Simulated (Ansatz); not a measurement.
# F₂H₃Si₃ (SMILES F/[SiH]=[SiH]\[SiH+]F) (charge +1): what the fields show

```xyz
8

F     2.5309   -0.0095    2.0400
F    -2.2319    0.1102    0.9880
Si    2.1757   -0.0419    0.4875
Si    0.5282   -1.4293   -0.2155
Si   -0.7721   -0.4081    1.3305
H     3.2118    0.6804   -0.2855
H     0.1269   -0.7804   -1.5000
H    -0.5423   -0.3783    2.7920
```

Geometry: B3LYP/6-31G*.

The calculation used Ansatz, isolated molecule in a Gaussian basis; Kohn-Sham density functional theory, functional PBE0.

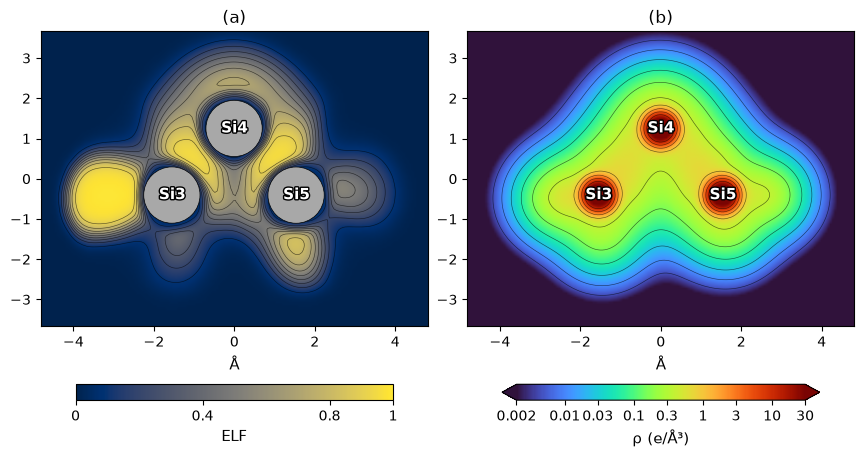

Figure 1. (a) electron localisation function; (b) electron density on the plane of atoms Si3, Si4 and Si5. Grey discs cover the atomic cores in the ELF map.

> Interpret the plot.

Atoms in the plane: Si. Si–Si (2.26 Å): ρ at the midpoint is about 0.64 e/Å³; the ELF peaks at about 0.95 between the atoms; localised, covalent bonding.

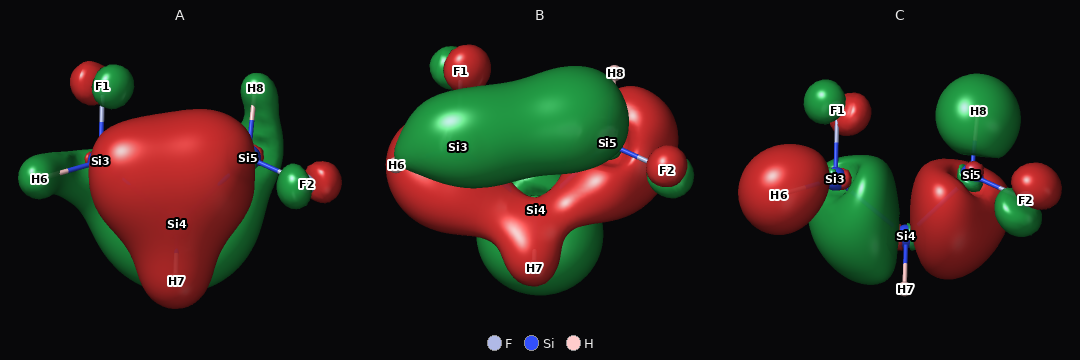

Figure 2. Three frontier orbitals at ±0.08 Å⁻³ᐟ² (green and red are the two phases), in no order.

> Which picture is the HOMO−1, the HOMO and the LUMO?

C is the HOMO−1 (−13.96 eV). Its weight (Hirshfeld) is mainly on Si4 (about 30 %), Si5 (about 25 %), Si3 (about 20 %), H6 (about 10 %) and H8 (about 5 %). A is the HOMO (−12.57 eV). It lies mainly on Si4 (about 50 %), Si3 (about 20 %) and Si5 (about 20 %). B is the LUMO (−7.99 eV). It lies mainly on Si4 (about 35 %), Si3 (about 30 %) and Si5 (about 25 %).

> What is the HOMO–LUMO gap?

4.58 eV between the orbital energies.

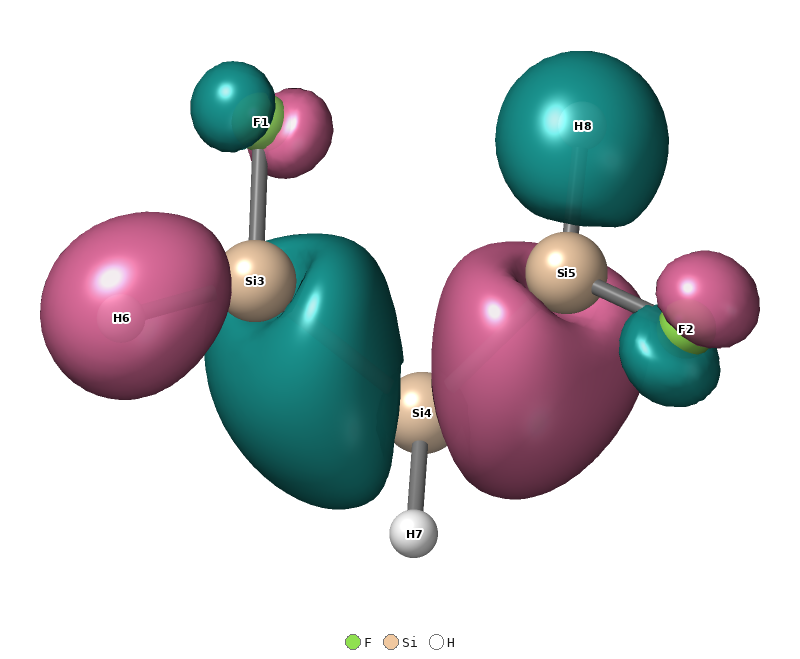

Figure 3. The HOMO−1 at ±0.1 Å⁻³ᐟ² (teal and pink are the two phases), seen across its widest extent.

> Describe this orbital and give its energy.

Its weight (Hirshfeld) is mainly on Si4 (about 30 %), Si5 (about 25 %), Si3 (about 20 %), H6 (about 10 %) and H8 (about 5 %). Its energy is −13.96 eV.
